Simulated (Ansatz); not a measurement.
**NaVS3 (model cell, started as cubic perovskite with V in the octahedra): a soft mode frozen in**

Aim: this structure of NaVS3 (model cell, started as cubic perovskite with V in the octahedra) is to be tested for unstable modes, and one is followed downhill.

Method: DFT PBEsol, scalar-relativistic, plane waves, PAW; PAW set soft_1, in Ansatz 0.2.0.

The structure was built from a prototype and need not be the compound's stable phase.

## Step 1: Set-up

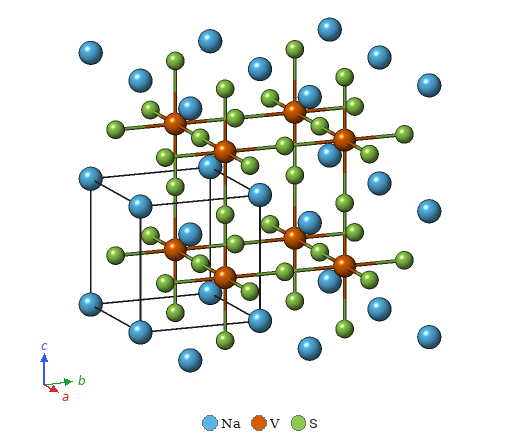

Start, viewed slightly off an axis; sodium blue, vanadium orange, sulfur green. 2×2×2 cells are drawn. Some periodic images of atoms are drawn too.

## Step 2: Phonons on a q mesh

The cell comes from relaxations at this level that are not shown. Stability and thermal properties need the whole zone. Linear response on a 4×4×4 q mesh gives force constants as far as a supercell of that size would.

input.yaml reads:

```yaml
crystal:
  lattice:
    - [4.5683033595, 0.0, 0.0]
    - [0.0, 4.5683033595, 0.0]
    - [0.0, 0.0, 4.5683033595]
  atoms:
    - { symbol: Na, position: [0.0, 0.0, 0.0] }
    - { symbol: V, position: [0.5, 0.5, 0.5] }
    - { symbol: S, position: [0.5, 0.5, 0.0] }
    - { symbol: S, position: [0.5, 0.0, 0.5] }
    - { symbol: S, position: [0.0, 0.5, 0.5] }
kpoints:
  mp_grid: { grid: [8, 8, 8] }
hamiltonian:
  xc: pbesol
  pseudopotentials: { kind: paw, azcp: { folder: soft_1 }, xc_functional: pbe }
scf:
  occupations: { method: methfessel_paxton, width: 0.2 }
output:
  eigenvalues: true
phonons:
  method: dfpt
  qmesh: [4, 4, 4]
  temperatures: { t_max: 1000, t_step: 50 }
  qpath:
    path:
      - [[0.0, 0.0, 0.0], [0.0, 0.5, 0.0], [0.5, 0.5, 0.0], [0.0, 0.0, 0.0], [0.5, 0.5, 0.5], [0.0, 0.5, 0.0]]
      - [[0.5, 0.5, 0.5], [0.5, 0.5, 0.0]]
    npoints: 10
```

Command:

```
$ ansatz run input.yaml --threads 8 --pin off --max-ram 16384MiB --backend cpu --events-out ev --progress --plain --runs-dir out
```

Numbers of over 12 decimals in the logs are rounded to 6 here.

The log of the run:

```text
Engine: ansatz 0.2.0, aarch64-unknown-linux-gnu
Pseudopotentials: kind: paw
Pseudopotential: Na, paw, valence charge 9, recommended cutoff 420 eV (normal), soft_1/Na.paw.azcp
Pseudopotential: V, paw, valence charge 13, recommended cutoff 420 eV (normal), soft_1/V.paw.azcp
Pseudopotential: S, paw, valence charge 6, recommended cutoff 420 eV (normal), soft_1/S.paw.azcp
Functional definition: PBEsol
  exchange = pbesol_x
  correlation = pbesol_c
Crystal: 5 atoms, lattice volume = 95.338 Å³
Basis set: ecut = 420 eV, 1863 PW (Γ), exchange–correlation on 64×64×64 points (8 copies of the dense FFT grid, shifted against one another)
Bands: 25, of which v1, the nominal top of the filled ones, is band 20 counted from 1 (19 counted from 0)
Symmetry: 48 space group operations
k-points: 35 of 512
Non-local potential: Na, projectors of the file, l = 0: 3, l = 1: 2, l = 2: 1
Non-local potential: V, projectors of the file, l = 0: 3, l = 1: 2, l = 2: 3, l = 3: 1
Non-local potential: S, projectors of the file, l = 0: 2, l = 1: 2, l = 2: 1
PAW form: soft (Blöchl's): semilocal exchange-correlation on the pseudo side does not see the compensation charge
PAW frozen core: Na, regenerated for the run's functional, and the local potential with it (the file was generated under x = pbe(κ = 0.804, μ = 0.219515), c = pbe(β = 0.066725))
PAW frozen core: V, regenerated for the run's functional, and the local potential with it (the file was generated under x = pbe(κ = 0.804, μ = 0.219515), c = pbe(β = 0.066725))
PAW frozen core: S, regenerated for the run's functional, and the local potential with it (the file was generated under x = pbe(κ = 0.804, μ = 0.219515), c = pbe(β = 0.066725))
PAW one-centre angular grid: Na, 110 points (default); XC on 64 Gauss nodes
PAW one-centre angular grid: V, 590 points (default); XC on 64 Gauss nodes
PAW one-centre angular grid: S, 110 points (default); XC on 64 Gauss nodes
Initial density: superposition of atomic densities (chi_scale 0.1, normalization cell, long waves kept (reshape's long-wave potential 0.00 eV rms))
Initial wavefunctions: pseudopotential atomic-orbital guess
Functional: x = pbesol(κ = 0.804, μ = 0.123457), c = pbesol(β = 0.046)
SCF iter   1: F=—  HF=-7020.489549 eV  |F-HF|=—  |Δ(HF+E_count)|=         —  Δρ=9.27e-2  dr2=1.33e1  ethr=3.10e-3  ⟨swp⟩=7.5  Hψ=9583  notcnv=0
automatic band count: the SCF goes on with 30 bands, as 25 were too few: the levels above may hold too much charge
preconditioner: auto → Kerker (q_TF=auto, 2.361 Å⁻¹)  [metal: Δε(μ)=0.045 eV  Ē_g=9.389 eV  σ=0.200 eV  W_gap=0.19  n_scr=18 (ndim 8)  ℏωp=18.6 eV  f_vac=0.000  D(μ)=3.70/eV (n_scr^D=26)]
SCF iter   2: F=—  HF=-7019.586115 eV  |F-HF|=—  |Δ(HF+E_count)|=   9.03e-1  S|Δr|=    0.00e0  Δρ=5.02e-2  dr2=4.40e0  ethr=3.10e-3  ⟨swp⟩=2.0  Hψ=2117  notcnv=0  defer=51
SCF iter   3: F=—  HF=-7019.160045 eV  |F-HF|=—  |Δ(HF+E_count)|=   4.26e-1  S|Δr|=    0.00e0  Δρ=1.07e-2  dr2=2.01e-1  ethr=3.10e-3  ⟨swp⟩=2.2  Hψ=1330  notcnv=0  defer=51
SCF iter   4: F=—  HF=-7019.150884 eV  |F-HF|=—  |Δ(HF+E_count)|=   9.16e-3  S|Δr|=    0.00e0  Δρ=2.75e-3  dr2=5.02e-3  ethr=5.03e-4  ⟨swp⟩=1.0  Hψ=1322  notcnv=0  defer=63
SCF iter   5: F=—  HF=-7019.152542 eV  |F-HF|=—  |Δ(HF+E_count)|=   1.66e-3  S|Δr|=    0.00e0  Δρ=6.26e-4  dr2=7.25e-4  ethr=1.26e-5  ⟨swp⟩=2.6  Hψ=1420  notcnv=0  defer=63
SCF iter   6: F=—  HF=-7019.152671 eV  |F-HF|=—  |Δ(HF+E_count)|=   1.29e-4  S|Δr|=    0.00e0  Δρ=4.10e-4  dr2=2.48e-4  ethr=1.81e-6  ⟨swp⟩=2.1  Hψ=1650  notcnv=0  defer=63
SCF iter   7: F=—  HF=-7019.152656 eV  |F-HF|=—  |Δ(HF+E_count)|=   1.41e-5  S|Δr|=    0.00e0  Δρ=9.44e-5  dr2=2.12e-5  ethr=6.19e-7  ⟨swp⟩=2.2  Hψ=1328  notcnv=0  defer=63
SCF iter   8: F=—  HF=-7019.152649 eV  |F-HF|=—  |Δ(HF+E_count)|=   7.37e-6  S|Δr|=    0.00e0  Δρ=3.96e-5  dr2=3.49e-6  ethr=5.30e-8  ⟨swp⟩=2.1  Hψ=1464  notcnv=0  defer=63
SCF iter   9: F=—  HF=-7019.152650 eV  |F-HF|=—  |Δ(HF+E_count)|=   1.35e-6  S|Δr|=    0.00e0  Δρ=1.69e-5  dr2=4.00e-7  ethr=8.74e-9  ⟨swp⟩=2.5  Hψ=1510  notcnv=0  defer=63
SCF iter  10: F=—  HF=-7019.152650 eV  |F-HF|=—  |Δ(HF+E_count)|=   3.43e-8  S|Δr|=    0.00e0  Δρ=2.79e-6  dr2=8.46e-9  ethr=9.99e-10  ⟨swp⟩=2.5  Hψ=1529  notcnv=0  defer=63
SCF iter  11: F=—  HF=-7019.152650 eV  |F-HF|=—  |Δ(HF+E_count)|=   1.26e-9  S|Δr|=    0.00e0  Δρ=5.96e-7  dr2=4.58e-10  ethr=2.12e-11  ⟨swp⟩=2.3  Hψ=1512  notcnv=0  defer=63
SCF iter  12: F=—  HF=-7019.152650 eV  |F-HF|=—  |Δ(HF+E_count)|=  1.53e-10  S|Δr|=    0.00e0  Δρ=1.30e-7  dr2=1.14e-11  ethr=1.15e-12  ⟨swp⟩=2.2  Hψ=1504  notcnv=0  defer=63
SCF iter  13: F=-7019.152650 eV  HF=-7019.152650 eV  |F-HF|=1.82e-12  |Δ(HF+E_count)|=    0.00e0  S|Δr|=    0.00e0  Δρ=3.40e-8  dr2=1.42e-12  ethr=1.00e-12  ⟨swp⟩=13.5  Hψ=5859  notcnv=0
SCF 1 converged in 13 iterations: F = -7019.152650 eV  dr2 = 1.42e-12
  greatest PAW one-centre occupation: 1.000 electrons in one spin orbital (limit 2), on the V atom at site 1 (counted from 0), in its partial waves of l = 0
Initial density: read from a saved state, or passed on in memory by an earlier SCF of this step, an earlier step, the calling program or the single point that the run made first
iter 1 solved again at ethr=1.91e-6 eV; its pass at ethr=3.10e-3 eV (dr2=7.65e-4 eV) is discarded
SCF iter   1: F=—  HF=-7019.152645 eV  |F-HF|=—  |Δ(HF+E_count)|=         —  Δρ=1.66e-6  dr2=4.53e-9  ethr=1.91e-6  ⟨swp⟩=3.1  Hψ=6451  notcnv=0
eigensolver tolerance schedule: the retry pair's looser diagonalisation over-reported the residual by 169002.16 of it (diagonalisation noise at an unbounded share of the residual, at the tolerance the schedule requests for it); recorded, not acted on — ethr = c·dr2/N_el stays at c = 1.0e-1
preconditioner: auto → Kerker (q_TF=auto, 2.361 Å⁻¹)  [metal: Δε(μ)=0.028 eV  Ē_g=6.813 eV  σ=0.200 eV  W_gap=0.12  n_scr=18 (ndim 8)  ℏωp=18.6 eV  f_vac=0.000  D(μ)=4.41/eV (n_scr^D=32)]
SCF iter   2: F=—  HF=-7019.152650 eV  |F-HF|=—  |Δ(HF+E_count)|=   5.04e-6  S|Δr|=    0.00e0  Δρ=8.41e-7  dr2=1.08e-9  ethr=1.13e-11  ⟨swp⟩=4.4  Hψ=2710  notcnv=0
SCF iter   3: F=—  HF=-7019.152650 eV  |F-HF|=—  |Δ(HF+E_count)|=  5.09e-11  S|Δr|=    0.00e0  Δρ=5.33e-7  dr2=4.46e-10  ethr=2.69e-12  ⟨swp⟩=1.0  Hψ=875  notcnv=0
SCF iter   4: F=—  HF=-7019.152650 eV  |F-HF|=—  |Δ(HF+E_count)|=  2.27e-11  S|Δr|=    0.00e0  Δρ=2.48e-7  dr2=1.00e-10  ethr=1.12e-12  ⟨swp⟩=1.0  Hψ=875  notcnv=0
SCF iter   5: F=—  HF=-7019.152650 eV  |F-HF|=—  |Δ(HF+E_count)|=  2.73e-12  S|Δr|=    0.00e0  Δρ=1.53e-7  dr2=3.88e-11  ethr=1.00e-12  ⟨swp⟩=1.0  Hψ=875  notcnv=0
SCF iter   6: F=-7019.152650 eV  HF=-7019.152650 eV  |F-HF|=1.00e-11  |Δ(HF+E_count)|=  1.82e-12  S|Δr|=    0.00e0  Δρ=7.67e-8  dr2=9.91e-12  ethr=1.00e-12  ⟨swp⟩=2.0  Hψ=2040  notcnv=0
SCF 2 converged in 6 iterations: F = -7019.152650 eV  dr2 = 9.91e-12
phonons: the bands overlap, so this run is a metal and interpolates without the dipole-dipole term. If the crystal is really an insulator or semiconductor, its LO-TO splitting is missing
NSCF: frozen V_eff on 35 k-points
NSCF: frozen V_eff on 125 k-points
DFPT response loops at q = (0, 0, 0) (fractional): preconditioner auto → Kerker (q_TF=auto, 2.361 Å⁻¹) (partly filled bands, converged f_vac=0.000); β = 1.00, the filter's whole step (`scf.mixing.beta` (0.50) is not read by the response loops under this deck's `scf.mixing.preconditioner`; to damp them name `kerker` or `kerker_dos`, under which they read `scf.mixing.beta`, and type it under 1.00, their step now; both keys bind the ground state too); Broyden in place of MSR1
NSCF: frozen V_eff on 400 k-points
DFPT response loops at q = (0, 0, 0.25) (fractional): mixed as the last ones told, above
NSCF: frozen V_eff on 250 k-points
DFPT response loops at q = (0, 0, -0.5) (fractional): mixed as the last ones told, above
NSCF: frozen V_eff on 640 k-points
DFPT response loops at q = (0, 0.25, 0.25) (fractional): mixed as the last ones told, above
NSCF: frozen V_eff on 400 k-points
DFPT response loops at q = (0, 0.25, -0.5) (fractional): mixed as the last ones told, above
NSCF: frozen V_eff on 250 k-points
DFPT response loops at q = (0, -0.5, -0.5) (fractional): mixed as the last ones told, above
NSCF: frozen V_eff on 1024 k-points
DFPT response loops at q = (0.25, 0.25, 0.25) (fractional): mixed as the last ones told, above
NSCF: frozen V_eff on 640 k-points
DFPT response loops at q = (0.25, 0.25, -0.5) (fractional): mixed as the last ones told, above
NSCF: frozen V_eff on 400 k-points
DFPT response loops at q = (0.25, -0.5, -0.5) (fractional): mixed as the last ones told, above
NSCF: frozen V_eff on 250 k-points
DFPT response loops at q = (-0.5, -0.5, -0.5) (fractional): mixed as the last ones told, above
SCF converged after 13 iterations
Stability not checked: this state was not tested for a lower state beside it, because cold or Methfessel-Paxton smearing, or corrected tetrahedra, fill the levels in a way that the test cannot read (fill_not_monotonic; see scf.lower_state_search)
Free energy (F): -7019.152650 eV
Harris-Foulkes:  -7019.152650 eV  (|F-HF|=1.82e-12)
Internal energy: -7019.133839 eV  (E = F + TS)
E sigma→0 (E₀):  -7019.147947 eV
Entropy (-TS):   -0.018811 eV (-3.762 meV/atom)
Fermi energy:    6.797362 eV
--- Per-component energies (eV) ---
  E_band       = -464.676652
  E_kinetic    = 726.210368
  E_local      = -3469.172931  (includes V_loc(G=0)·N_el)
  E_nonlocal   = 463.830013
  E_hartree    = 1295.964323
  E_xc         = -414.792694
  E_vxc        = -440.079341  (∫ρ·V_xc dr)
  E_paw        = -3158.430862  (= ΣΔE_a)
  E_vpaw       = -337.394422  (= ΣTr[D̂ρ^β])
  E_aug_tail   = 0.000968  (compensation charges beyond the density's cutoff)
  E_ewald      = -2463.133246
  E_core_change = 0.390221  (= ΣΔE_core)
  E_smearing   = -0.018811  (= −TS)
  E_closure    = -0.000000  (closes the sum)
  Σ components = -7019.152650   (vs F -7019.152650, Δ=0.00e0)
--- Band table (eV; the first three rows and the last of 35) ---
  k-point 0: bands = [... 16 lower, 5.5777, 5.8073, 5.8073, 5.8073, 6.4683, 6.4683, 6.4683, 7.2942, ... 6 higher]
  k-point 1: bands = [... 16 lower, 5.4653, 5.7831, 5.8131, 6.0719, 6.0719, 6.7741, 6.7741, 7.3022, ... 6 higher]
  k-point 2: bands = [... 16 lower, 4.8642, 5.2177, 5.8275, 6.1460, 6.1460, 7.3169, 7.3525, 7.3525, ... 6 higher]
  k-point 34: bands = [... 16 lower, 2.4703, 7.2308, 7.2308, 7.2308, 7.8696, 7.8696, 7.8696, 9.4206, ... 6 higher]
--- Phonons (Γ-DFPT): 4 representative perturbations + reference (Σ response iterations 12) ---
  ASR residual: 2.475e-5 → 0.000e0 eV/Å²; symmetrization residual: 5.283e-6 eV/Å²
  ASR residual per site (eV/Å²): 2.22e-5 2.47e-5 1.53e-5 1.53e-5 1.53e-5
  Γ frequencies (cm⁻¹): -93.33 -93.33 -93.33 0.00 0.00 0.00 72.22 72.22 72.22 87.93 87.93 87.93 352.07 352.07 352.07
--- Phonons (arbitrary-q DFPT): 10 irreducible q on the 4×4×4 mesh ---
  q = [0.0000, 0.0000, 0.0000] (star 1, of the zone-centre solve; hermiticity 9.34e-7, symmetrization 2.17e-12): -93.33 -93.33 -93.33 -0.00 0.00 0.00 72.22 72.22 72.22 87.93 87.93 87.93 352.07 352.07 352.07
  q = [0.0000, 0.0000, 0.2500] (star 6, 9 solved perturbations in 1560 linear systems a pass and spin channel, the states on 200 of 512 k-point pairs; hermiticity 1.32e-6, symmetrization 2.50e-12): -165.28 -86.69 -86.69 38.54 38.54 69.03 71.34 71.34 74.49 113.59 125.30 125.30 346.63 346.63 355.56
  q = [0.0000, 0.0000, -0.5000] (star 3, 9 solved perturbations in 975 linear systems a pass and spin channel, the states on 125 of 512 k-point pairs; hermiticity 4.35e-7, symmetrization 4.37e-8): -97.55 -97.55 54.37 54.37 64.52 64.52 75.46 108.60 137.57 156.78 156.78 188.68 336.91 336.91 380.77
  q = [0.0000, 0.2500, 0.2500] (star 12, 9 solved perturbations in 2460 linear systems a pass and spin channel, the states on 320 of 512 k-point pairs; hermiticity 9.52e-7, symmetrization 4.83e-14): -149.20 -126.49 -87.02 26.84 59.53 61.84 67.82 107.62 108.11 113.07 130.86 172.14 333.66 340.89 376.18
  q = [0.0000, 0.2500, -0.5000] (star 12, 15 solved perturbations on 200 of 512 k-point pairs; hermiticity 1.03e-6, symmetrization 5.72e-8): -140.26 -99.61 -21.45 58.34 62.62 64.85 115.89 117.65 125.95 155.89 191.97 204.99 292.71 330.68 401.05
  q = [0.0000, -0.5000, -0.5000] (star 3, 9 solved perturbations in 975 linear systems a pass and spin channel, the states on 125 of 512 k-point pairs; hermiticity 1.42e-6, symmetrization 3.26e-8): -111.41 -76.15 50.39 50.39 65.47 72.16 125.91 125.91 154.55 154.55 185.47 185.47 227.95 319.91 418.63
  q = [0.2500, 0.2500, 0.2500] (star 8, 4 solved perturbations in 1376 linear systems a pass and spin channel, the states on 512 of 512 k-point pairs; hermiticity 9.22e-7, symmetrization 1.21e-12): -104.66 -104.66 -82.93 29.48 51.25 51.25 84.05 85.91 85.91 170.94 170.94 173.93 333.51 333.51 396.66
  q = [0.2500, 0.2500, -0.5000] (star 12, 9 solved perturbations in 2460 linear systems a pass and spin channel, the states on 320 of 512 k-point pairs; hermiticity 1.18e-6, symmetrization 3.70e-8): -92.40 -89.32 -34.55 21.67 67.85 68.09 74.13 77.73 170.55 193.60 200.76 207.57 266.01 316.21 421.85
  q = [0.2500, -0.5000, -0.5000] (star 6, 9 solved perturbations in 1560 linear systems a pass and spin channel, the states on 200 of 512 k-point pairs; hermiticity 1.40e-6, symmetrization 1.32e-7): -102.87 -76.51 -51.96 -11.26 -11.26 63.29 63.29 67.98 184.65 184.65 202.65 202.65 227.77 270.96 441.32
  q = [-0.5000, -0.5000, -0.5000] (star 1, 4 solved perturbations in 350 linear systems a pass and spin channel, the states on 125 of 512 k-point pairs; hermiticity 1.69e-6, symmetrization 1.10e-8): -216.15 -216.15 -76.54 -76.54 -76.54 70.35 70.35 70.35 168.84 168.84 168.84 226.38 226.38 226.38 453.55
  sum rule: each row above includes the acoustic sum rule's correction from the zone centre's row sums; it moved no ω² by more than (0.51 cm⁻¹)²
  mesh force constants: q→R imaginary residual 3.27e-19; ASR residual 2.475e-5 → 0.000e0 eV/Å²; symmetrization residual 5.329e-15 eV/Å²
  interpolated dispersion: 62 rows × 15 modes
  density of states and harmonic sums: on the 16×16×16 q-mesh, interpolated from the force constants of a 4×4×4 supercell (no non-analytic term)
  largest difference from the sums on the solved wave vectors: F 5.95e-2 eV, S 8.52e-5 and C_V 2.72e-5 eV/K
  zero-point energy: 0.123979 eV/cell   skipped modes (ω ≤ 0): 486, of them read as no rigid motion or as one in doubt: 483 (2.872e0 modes/cell left out, lowest -216.15 cm⁻¹)   left out of the sums: 1.91e-1 of the cell's modes: C_V's classical limit lies that fraction below 3 k_B per atom; for a crystal, a wire or a layer, F and S can be off by more, and a phonons.interpolated_qmesh denser along its periods is the remedy for the sampling
```

Wall time 6.3 min (8 threads of Arm Neoverse V2, shared host); peak memory 3.1 GiB; 48 min of CPU time.

This step gave:

```yaml
volume_per_atom: 19.07 Å³
gap_on_the_k_mesh: 0 eV
sum_rule_residual_before_enforcement: 2.47e-5 eV/Å²
lowest_frequency_on_the_path: -216.2 cm⁻¹
point_group: m-3m
highest_frequency_on_the_path_or_at_a_solved_wavevector: 453.7 cm⁻¹
highest_optical_mode_at_the_zone_centre_no_lo_to_term: 352.1 cm⁻¹
lowest_optical_zone_centre_mode: -93.33 cm⁻¹
lowest_mode_on_the_q_mesh_acoustic_modes_at_gamma_apart: -216.2 cm⁻¹
```

Frequencies (cm⁻¹) solved at each irreducible wavevector; negative means imaginary. Frequencies by wavevector, by row:

```tsv
q in reciprocal lattice units	star	mode 1	mode 2	mode 3	mode 4	mode 13	mode 14	mode 15
0 0 0	1	-93.3	-93.3	-93.3	0	352.1	352.1	352.1
0 0 0.25	6	-165.3	-86.7	-86.7	38.5	346.6	346.6	355.6
0 0 -0.5	3	-97.5	-97.5	54.4	54.4	336.9	336.9	380.8
0 0.25 0.25	12	-149.2	-126.5	-87	26.8	333.7	340.9	376.2
0 0.25 -0.5	12	-140.3	-99.6	-21.4	58.3	292.7	330.7	401.1
0 -0.5 -0.5	3	-111.4	-76.2	50.4	50.4	227.9	319.9	418.6
0.25 0.25 0.25	8	-104.7	-104.7	-82.9	29.5	333.5	333.5	396.7
0.25 0.25 -0.5	12	-92.4	-89.3	-34.5	21.7	266	316.2	421.9
0.25 -0.5 -0.5	6	-102.9	-76.5	-52	-11.3	227.8	271	441.3
-0.5 -0.5 -0.5	1	-216.2	-216.2	-76.5	-76.5	226.4	226.4	453.6
```

Interpolated from a 4×4×4 q mesh. Phonon branches along the path, in cm⁻¹:

```tsv
point	branch 1	branch 2	branch 3	branch 4	branch 12	branch 13	branch 14	branch 15
Γ	-93	-93	-93	0	88	352	352	352
X	-98	-98	54	54	189	337	337	381
M	-111	-76	50	50	186	228	320	419
Γ	-93	-93	-93	0	88	352	352	352
R	-216	-216	-76	-76	226	226	226	454
X	-98	-98	54	54	189	337	337	381
jump to R	-216	-216	-76	-76	226	226	226	454
M	-111	-76	50	50	186	228	320	419
```

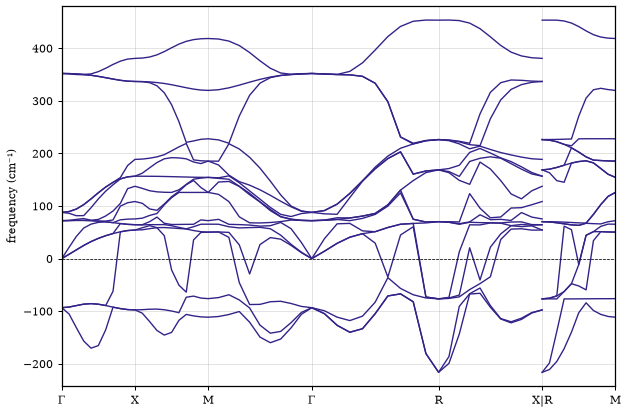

Phonon branches along the path.

Symmetry leaves 10 wavevectors to solve. The lowest mode among them, the acoustic zeros apart, lies at q = (-0.5, -0.5, -0.5) and is imaginary, 216.2i cm⁻¹, so the energy falls along it.

## Step 3: The mode frozen in, largest atomic shift 0 Å

The mode followed lies at q = (-0.5, -0.5, -0.5) with frequency 216.2i cm⁻¹ and is 2-fold degenerate, the softest among the wavevectors solved. At small amplitude the distorted cell has space group no. 69 by a symmetry search on the positions. The undistorted cell that holds it gives the zero of energy on the same k mesh.

System of this step: NaVS3 (model cell, started as cubic perovskite with V in the octahedra). It takes space group Pm-3m (No. 221, cubic). Conventional cell: a = 4.568 Å, b = 4.568 Å, c = 4.568 Å, α = 90.00°, β = 90.00°, γ = 90.00°. Nearest to Na lie 12 S at 3.23 Å. Nearest to V lie 6 S at 2.28 Å. Nearest to S lie 2 V at 2.28 Å and 4 Na at 3.23 Å. Farther neighbours and most contacts between anions are not listed.

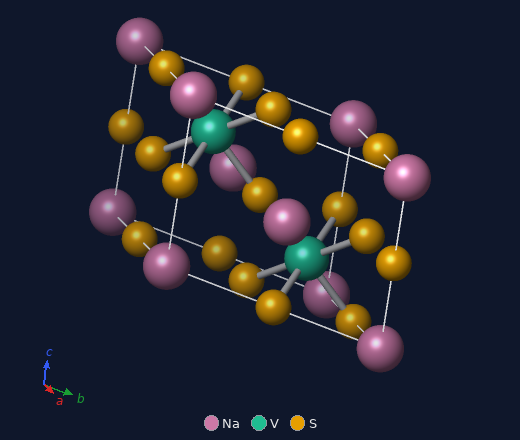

The cell of this step (sodium pink, vanadium teal, sulfur orange). Some periodic images of atoms are drawn too.

input.yaml, the sections that differ from step 2:

```yaml
crystal:
  lattice:
    - [4.5683033595, 4.5683033595, 0.0]
    - [4.5683033595, 0.0, 4.5683033595]
    - [4.5683033595, 0.0, -4.5683033595]
  atoms:
    - { symbol: Na, position: [0.0, 0.0, 0.0] }
    - { symbol: Na, position: [0.0, 0.5, 0.5] }
    - { symbol: V, position: [0.5, 0.25, 0.75] }
    - { symbol: V, position: [0.5, 0.75, 0.25] }
    - { symbol: S, position: [0.5, 0.0, 0.0] }
    - { symbol: S, position: [0.5, 0.5, 0.5] }
    - { symbol: S, position: [0.0, 0.5, 0.0] }
    - { symbol: S, position: [0.0, 0.0, 0.5] }
    - { symbol: S, position: [0.5, 0.0, 0.5] }
    - { symbol: S, position: [0.5, 0.5, 0.0] }
output:
  forces: true
  stress: true
  eigenvalues: true
# kpoints, hamiltonian, scf: as in step 2
# phonons: removed
```

The log of the run:

```text
[...]
Crystal: 10 atoms, lattice volume = 190.675 Å³
Basis set: ecut = 420 eV, 3719 PW (Γ), exchange–correlation on 90×90×90 points (8 copies of the dense FFT grid, shifted against one another)
Bands: 50, of which v1, the nominal top of the filled ones, is band 40 counted from 1 (39 counted from 0)
Symmetry: 96 space group operations
[...]
k-points: 29 of 512
[...]
k-point 0: bands = [... 36 lower, 5.7604, 6.4706, 6.4706, 6.4706, 7.2411, 7.2411, 7.2411, 7.2437, ... 6 higher]
  k-point 1: bands = [... 36 lower, 6.0589, 6.3609, 6.3609, 6.5353, 7.0960, 7.0960, 7.1562, 7.5802, ... 6 higher]
  k-point 2: bands = [... 36 lower, 5.8769, 6.6820, 6.6859, 6.6859, 6.7300, 6.7300, 6.9287, 7.5821, ... 6 higher]
  k-point 28: bands = [... 36 lower, 5.1027, 5.1027, 6.1895, 6.1895, 7.3391, 7.3391, 7.7672, 7.7672, ... 6 higher]
[key lines of the parts left out:]
SCF converged after 10 iterations
Free energy (F): -14038.315895 eV
Fermi energy:    6.793753 eV
P = ⅓ Tr σ = 0.0138 GPa (0.138 kbar)
```

It took 2 s on 8 threads; peak memory 0.82 GiB.

Numbers from this step:

| Quantity | Value |
| --- | --- |
| pressure | 0.01385 GPa |
| energy from the undistorted cell | 0 meV/atom |

The run ends at a pressure of 0.01 GPa.

(Continued in part 2 of 3.)

[Logs are printed without paths, hosts, clocks, repeated set-up lines and the standing remarks that a program may print on its own settings, such as how far it seeks lower states.]

[Hosts, paths, dates, database ids (printed as entryN), source tags and the programs' standing remarks are cut or masked in the printed files.]
